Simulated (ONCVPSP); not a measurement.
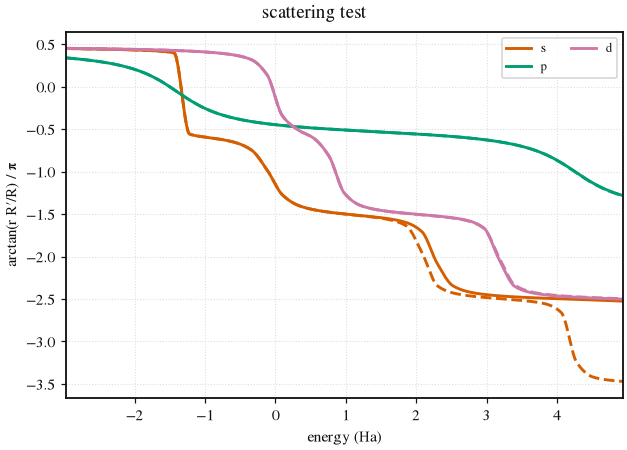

Unwrapped phase arctan(r R′/R) in units of π against energy, all-electron (solid) and pseudo (dashed); the pseudo phase is matched to the all-electron one at the reference energy. Here R(r) is the radial function. A near-vertical step is a level narrower than the spacing of the points behind the curves. Not drawn: f: not judged.

- Range over which the phases agree within 0.05 rad: s: up to about 1.7 Ha; p: over the whole range drawn; d: up to about 3.1 Ha.
- Ghost states: Going away from the reference energies, the phases part by more than π/2 in: s at about 4.2 Ha (above its reference energy, pseudo phase lower). Such a step is either a state that only one of the two atoms has or an ordinary level shifted in energy. The separate test gives: no bound ghost flagged; no localised positive-energy state flagged.

## Pseudopotential generation, with input and output: K

- system: potassium (K, Z = 19), core [Ne], reference valence 3s2 3p6 4s1, valence charge 9.
- method: ONCV potential, PBEsol, scalar-relativistic, made with ONCVPSP 4.0.1

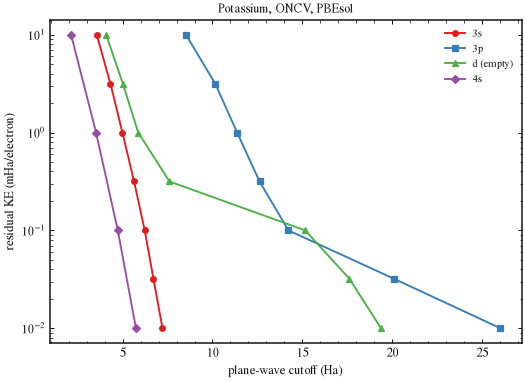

Residual kinetic energy of the pseudo-waves (the first of each channel, and further valence shells) beyond the plane-wave cutoff, as the generator prints it.

- Cutoffs for the occupied states: 11 Ha for 1 mHa and 14 Ha for 0.1 mHa per electron. The first is set by 3p.
- Hardest wave at 1 mHa per electron: 3p, with rc = 1.54 bohr and qcut = 6.9 1/bohr. The optimisation minimises, but can't always remove, the kinetic energy above qcut²/2 = 23.8 Ha, and a larger rc would as a rule soften the wave at some cost in transferability.
- Cutoffs for 1 mHa per electron: 3p: 11 Ha; d (empty): 5.9 Ha; 3s: 5.0 Ha; 4s: 3.5 Ha.

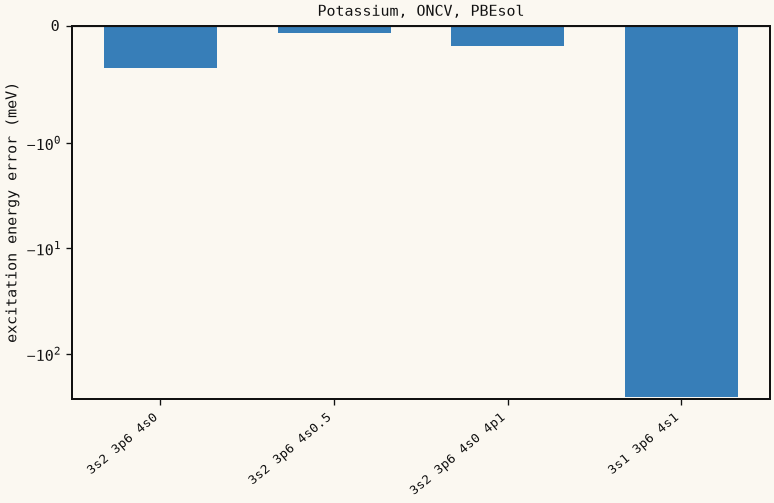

Errors, all-electron minus pseudo, of the energies of valence configurations relative to the unpolarised reference 3s2 3p6 4s1.

- Worst configuration: 3s1 3p6 4s1 (charge +1): the error is -255 meV on an all-electron energy of +41.90 eV relative to the reference, or 0.61 %.
- Configurations within 10 meV and within 50 meV: 3 and 3 of 4.

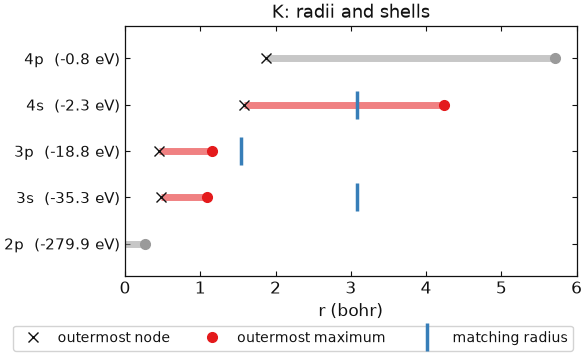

Outer shells of the all-electron reference atom: each bar runs from the outermost node (or the nucleus) to the outermost maximum of u(r); the tick is the radius chosen for the pseudo-wave. Shells without a tick have no pseudo-wave of their own. Levels, nodes and maxima are from ld1.x, scalar-relativistic.

- Radii against the shells: 3s: 3.08 bohr, outside the maximum; 3p: 1.54 bohr, outside the maximum; 4s: 3.08 bohr, between node and maximum.

These pictures come from the run below.

### Input
```
# ATOM AND REFERENCE CONFIGURATION
# atsym  z   nc   nv     iexc    psfile
  K 19.00    3    3  -116133      upf
#
#   n    l    f
    1    0    2.00
    2    0    2.00
    2    1    6.00
    3    0    2.00
    3    1    6.00
    4    0    1.00
#
# PSEUDOPOTENTIAL AND OPTIMIZATION
# lmax
    2
#
#   l,   rc,      ep,       ncon, nbas, qcut
    0    3.08    0.00    4    7    4.30
    1    1.54    0.00    4    7    6.90
    2    3.02    0.02    4    7    3.60
#
# LOCAL POTENTIAL
# lloc, lpopt,  rc(5),   dvloc0
    4    5    1.24    2.00
#
# VANDERBILT-KLEINMAN-BYLANDER PROJECTORs
# l, nproj, debl
    0    2    1.70
    1    2    3.00
    2    2    0.90
#
# MODEL CORE CHARGE
# icmod, fcfact, rcfact
    3    2.25    1.15
#
# LOG DERIVATIVE ANALYSIS
# epsh1, epsh2, depsh
   -3.00    5.00    0.02
#
# OUTPUT GRID
# rlmax, drl
    6.00    0.01
#
# TEST CONFIGURATIONS
# ncnf
    4
# nvcnf
#   n    l    f
    3
    3    0    2.00
    3    1    6.00
    4    0    0.00
#
    3
    3    0    2.00
    3    1    6.00
    4    0    0.50
#
    4
    3    0    2.00
    3    1    6.00
    4    0    0.00
    4    1    1.00
#
    3
    3    0    1.00
    3    1    6.00
    4    0    1.00
#
```

Run as:
```bash
oncvpsp.x < K.dat > K.out
```

### Log (extracts)
```
ONCVPSP  (Optimized Norm-Conservinng Vanderbilt PSeudopotential)
scalar-relativistic version 4.0.1

#   n    l    f        energy (Ha)
    1    0    2.00    -1.2925528E+02
    2    0    2.00    -1.2967454E+01
    2    1    6.00    -1.0286205E+01
    3    0    2.00    -1.2960392E+00
    3    1    6.00    -6.9078327E-01
    4    0    1.00    -8.4573500E-02

Reference configufation results
  iterations    25
  all-electron total energy (Ha)   -6.01284626D+02

Begin loop to  construct optimized pseudo wave functions
and semi-local pseudopoentials for all angular momenta

Calculating optimized projector #   1

 for l=   0

    Fraction of norm inside rc  0.996313
    Optimizing pswf for qcut=   4.29 a_B^-1,  ecut=   9.22 Ha
    Residual kinetic energy error=  4.02D-08 Ha

    Energy error per electron        Cutoff
         Ha          eV             Ha
         0.01000     0.27211        3.56
         0.00100     0.02721        4.99
         0.00010     0.00272        6.23
         0.00001     0.00027        7.22

Calculating optimized projector #   2

 for l=   0

    Fraction of norm inside rc  0.136998
    Optimizing pswf for qcut=   4.29 a_B^-1,  ecut=   9.22 Ha
    Residual kinetic energy error=  1.66D-08 Ha

    Energy error per electron        Cutoff
         Ha          eV             Ha
         0.01000     0.27211        2.13
         0.00100     0.02721        3.52
         0.00010     0.00272        4.73
         0.00001     0.00027        5.74

   Wellstate for l =  1  n =  5
     eigenvalue =   2.3092
     asymptotic potential =   2.8092
     half-point radius =  3.2713

Calculating optimized projector #   1

 for l=   1

    Fraction of norm inside rc  0.636988
    Optimizing pswf for qcut=   6.89 a_B^-1,  ecut=  23.77 Ha
    Residual kinetic energy error=  1.27D-05 Ha

    Energy error per electron        Cutoff
         Ha          eV             Ha
         0.01000     0.27211        8.52
         0.00100     0.02721       11.37
         0.00010     0.00272       14.23
         0.00001     0.00027       26.02

Calculating optimized projector #   2

 for l=   1

    Fraction of norm inside rc  0.087046
    Optimizing pswf for qcut=   6.89 a_B^-1,  ecut=  23.77 Ha
    Residual kinetic energy error=  5.54D-05 Ha

    Energy error per electron        Cutoff
         Ha          eV             Ha
         0.01000     0.27211        9.16
         0.00100     0.02721       12.39
         0.00010     0.00272       21.00
         0.00001     0.00027       44.92

   Wellstate for l =  2  n =  3
     eigenvalue =   0.0200
     asymptotic potential =   0.5200
     half-point radius = 20.7823

   Wellstate for l =  2  n =  5
     eigenvalue =   0.9200
     asymptotic potential =   1.4200
     half-point radius =  6.1380

Calculating optimized projector #   1

 for l=   2

    Fraction of norm inside rc  0.178217
    Optimizing pswf for qcut=   3.60 a_B^-1,  ecut=   6.47 Ha
    Residual kinetic energy error=  4.62D-04 Ha

    Energy error per electron        Cutoff
         Ha          eV             Ha
         0.01000     0.27211        4.08
         0.00100     0.02721        5.86
         0.00010     0.00272       15.16
         0.00001     0.00027       19.38

Calculating optimized projector #   2

 for l=   2

    Fraction of norm inside rc  0.253959
    Optimizing pswf for qcut=   3.60 a_B^-1,  ecut=   6.47 Ha
    Residual kinetic energy error=  2.98D-02 Ha

    Energy error per electron        Cutoff
         Ha          eV             Ha
         0.01000     0.27211        7.78
         0.00100     0.02721       21.75
         0.00010     0.00272       25.75
         0.00001     0.00027       32.11

Construct Vanderbilt / Kleinmman-Bylander projectors

B matrix Hermiticity error, ll=   0
   1   2    3.8713E-05

  Orthonormal projector coefficients  3.0709E+00  3.9972E-01

B matrix Hermiticity error, ll=   1
   1   2   -2.0804E-04

  Orthonormal projector coefficients  2.1682E+00  3.2010E-01

B matrix Hermiticity error, ll=   2
   1   2   -9.4257E-06

  Orthonormal projector coefficients -2.2742E+00 -1.2989E+00

Model core correction analysis
  based on d2Exc/dn_idn_j

d2excae - all-electron derivatives

   -3.709627D-02   -3.273709D-02   -1.585987D-03
   -3.273766D-02   -3.069443D-02   -2.509229D-03
   -1.584698D-03   -2.507113D-03   -3.893790D-02

d2excps - pseudofunction derivatives with no core correction

   -4.479236D-02   -3.430685D-02   -2.072829D-03
   -3.430728D-02   -3.267678D-02   -2.556137D-03
   -2.071989D-03   -2.554027D-03   -3.896214D-02

rms 2nd derivative error    2.760168E-03

rmatch, rhocmatch    0.6705    7.3066

Teter function model core charge with specified parameters

d2excps - pseudofunction derivatives with core correction

   -3.982540D-02   -3.293867D-02   -1.804082D-03
   -3.293897D-02   -3.222187D-02   -2.482663D-03
   -1.802811D-03   -2.480547D-03   -3.894761D-02

rms 2nd derivative error    1.051930E-03

Pseudoatom total energy  -28.554468

Diagnostic tests using Vanderbilt-Kleinman-Bylander pseudopotentials
  1 or more projectors used as specified by nproj input data

   l    rcore       rmatch      e in        delta e   norm test  slope test

   0   3.0823134   3.1758991  -1.2960392   0.0000002   1.0000759   1.0000630
   0   3.0823134   3.1758991  -0.0845735   0.0000000   1.0000046   1.0000035

   1   1.5492054   1.5962426  -0.6907833  -0.0000049   1.0000546   1.0000718
   1   1.5492054   1.5962426   2.3092167   0.0000366   1.0002240   1.0002240

   2   3.0274909   3.1194121   0.0200000   0.0000001   1.0000174   1.0000174
   2   3.0274909   3.1194121   0.9200000   0.0000050   1.0000448   1.0000448

 Testing for bound ghosts
   n   l    E NL Schr. Eq   E Basis Diag.   E Cutoff

   1   0       -1.296039       -1.295936     20.22
   2   0       -0.084573       -0.075642     20.22

   2   1       -0.690788       -0.689345     92.48

 Testing for highly-localized positive-energy ghosts
       l    <radius>/rc     E Basis Diag.   E Cutoff

Test configuration 0

   n   l     f        eae           eps        diff
   1   0  2.0000 -129.25527904
   2   0  2.0000  -12.96745370
   2   1  6.0000  -10.28620503
   3   0  2.0000   -1.29603918   -1.29603899    1.91D-07
   3   1  6.0000   -0.69078327   -0.69078820   -4.92D-06
   4   0  1.0000   -0.08457350   -0.08457347    2.76D-08

    Total energies and differences
      AE_ref= -6.01284626D+02  AE_tst= -6.01284626D+02  dif=  0.00D+00
      PS_ref= -2.85544684D+01  PS_tst= -2.85544684D+01  dif=  0.00D+00
      PSP excitation error=  0.00D+00

Test configuration 1

   n   l     f        eae           eps        diff
   1   0  2.0000 -129.48051461
   2   0  2.0000  -13.19228426
   2   1  6.0000  -10.51103545
   3   0  2.0000   -1.51914724   -1.51965771   -5.10D-04
   3   1  6.0000   -0.91246695   -0.91262451   -1.58D-04

    Total energies and differences
      AE_ref= -6.01284626D+02  AE_tst= -6.01129646D+02  dif=  1.55D-01
      PS_ref= -2.85544684D+01  PS_tst= -2.83994752D+01  dif=  1.55D-01
      PSP excitation error= -1.33D-05

Test configuration 2

   n   l     f        eae           eps        diff
   1   0  2.0000 -129.35943012
   2   0  2.0000  -13.07142395
   2   1  6.0000  -10.39018018
   3   0  2.0000   -1.39933317   -1.39950766   -1.74D-04
   3   1  6.0000   -0.79362445   -0.79366979   -4.53D-05
   4   0  0.5000   -0.15429955   -0.15430575   -6.20D-06

    Total energies and differences
      AE_ref= -6.01284626D+02  AE_tst= -6.01225063D+02  dif=  5.96D-02
      PS_ref= -2.85544684D+01  PS_tst= -2.84949030D+01  dif=  5.96D-02
      PSP excitation error= -2.33D-06

Test configuration 3

   n   l     f        eae           eps        diff
   1   0  2.0000 -129.31072195
   2   0  2.0000  -13.02299260
   2   1  6.0000  -10.34168397
   3   0  2.0000   -1.35123324   -1.35166839   -4.35D-04
   3   1  6.0000   -0.74512200   -0.74528607   -1.64D-04
   4   1  1.0000   -0.05021149   -0.05021295   -1.46D-06

    Total energies and differences
      AE_ref= -6.01284626D+02  AE_tst= -6.01228854D+02  dif=  5.58D-02
      PS_ref= -2.85544684D+01  PS_tst= -2.84986909D+01  dif=  5.58D-02
      PSP excitation error= -6.30D-06

Test configuration 4

   n   l     f        eae           eps        diff
   1   0  2.0000 -129.87105864
   2   0  2.0000  -13.56586199
   2   1  6.0000  -10.88583043
   3   0  1.0000   -1.79643934   -1.81653448   -2.01D-02
   3   1  6.0000   -1.17064064   -1.17555110   -4.91D-03
   4   0  1.0000   -0.31732881   -0.31848039   -1.15D-03

    Total energies and differences
      AE_ref= -6.01284626D+02  AE_tst= -5.99744891D+02  dif=  1.54D+00
      PS_ref= -2.85544684D+01  PS_tst= -2.70053573D+01  dif=  1.55D+00
      PSP excitation error= -9.38D-03
```

### Key numbers

- outcome: generated
- cutoffs needed: 11 Ha and 14 Ha (the cutoffs at which the residual kinetic energy of the hardest occupied pseudo-wave falls to 1 and 0.1 mHa per electron)
- ghost test: no bound ghost flagged; no localised positive-energy state flagged
- largest excitation error: -255 meV (all-electron minus pseudo) for 3s1 3p6 4s1, out of 4 test configurations
- rms error of d²Exc/dni dnj: 2.76 mHa without and 1.05 mHa with the model core
- range over which the phases arctan(r R′/R) at the test radius agree within 0.05 rad (a looser test near the poles than one of phase shifts): s: up to about 1.7 Ha; p: over the whole range computed; d: up to about 3.1 Ha; f: not judged, local potential alone
- hardware: 1 CPU thread, shared host
- wall time: 4 s

### Notes

The scattering phases part by more than π/2 and stay apart in s from about 4.2 Ha: a level there is either far displaced or one that only the pseudo-atom has.
